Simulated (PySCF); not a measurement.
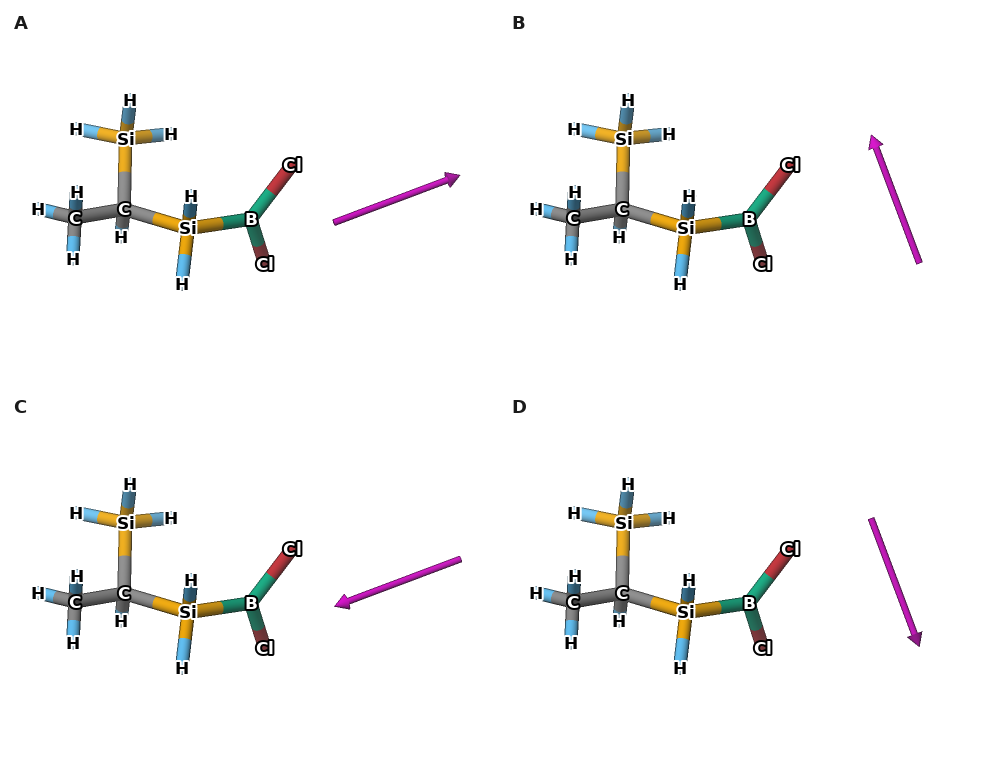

The same molecule four times, each with an arrow. The computed structure is the end point of a GFN2-xTB optimisation. No frequency run is at hand to confirm it as a minimum. Properties computed with PBE0/pcSseg-1, gas phase (PySCF 2.14.0).

Which arrow points along the dipole moment, from the negative to the positive end?

Answer. C. The dipole moment is 1.14 D.

The geometry is semi-empirical. Around B, Si such bond lengths and angles can be off by a tenth of an ångström or more and by several degrees, and values that hang on the shape move with them.
